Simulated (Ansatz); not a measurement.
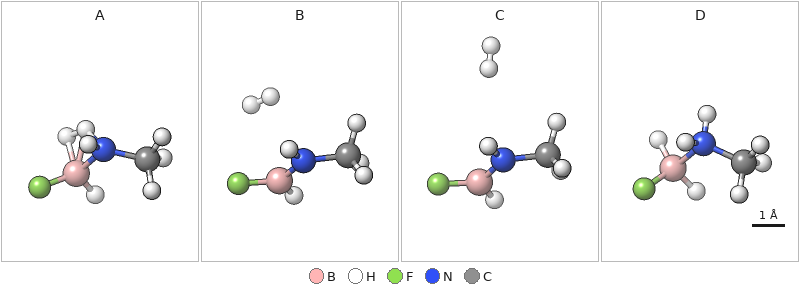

4 geometries from a converged minimum-energy path of CH7BFN, shuffled. A ball-and-stick model, seen at a tilt.

These are results of Ansatz 0.2.0, RHF/def2-SVP, not measurements. Run with 7 movable images; climbing image; force threshold 0.03 eV/Å; iteration limit 60; starting path through a guess of the saddle point.

### Which of them lies highest in energy?

A. In order along the path, whose images run from 0 to 8: D (image 2, +1.7 kcal/mol), A (image 4, +51.2 kcal/mol), B (image 6, −4.6 kcal/mol), C (image 8, −5.3 kcal/mol). Breaking: B–H (1.22 → 4.41 Å), H–N (1.01 → 3.18 Å). Forming: H–H (2.49 → 0.75 Å).

Limits of the set-up: Hartree-Fock leaves out electron correlation.

Cost: 5.5 min on 1 thread of Intel(R) Xeon(R) CPU @ 2.60GHz (Ice Lake), with other jobs on the host, peak memory 0.18 GiB.
